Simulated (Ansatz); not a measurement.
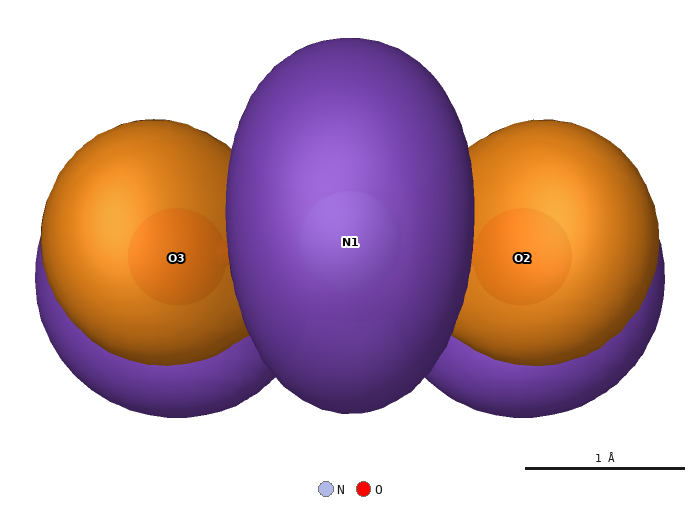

Figure. NO$_{2}$ (SMILES [O][N][O]) (doublet). The HOMO (α) at ±0.1 Å⁻³ᐟ² (orange and purple are the two phases), seen from one side.

Geometry: PBE0-D4/def2-TZVP.

These are results of UKS PBE0-D4/def2-TZVPP in Ansatz, not measurements.

| atom | x (Å) | y (Å) | z (Å) |
| --- | --- | --- | --- |
| N | 0.0000 | 0.0000 | 0.3169 |
| O | 0.0000 | 1.0919 | -0.1377 |
| O | 0.0000 | -1.0919 | -0.1377 |

Q: Describe this orbital and give its energy.

A: Its weight (Hirshfeld) is mainly on N1 (about 40 %), O2 (about 30 %) and O3 (about 30 %); it is symmetric in the molecular plane (an in-plane orbital: σ, lone-pair or in-plane π type). Its energy is −8.22 eV.
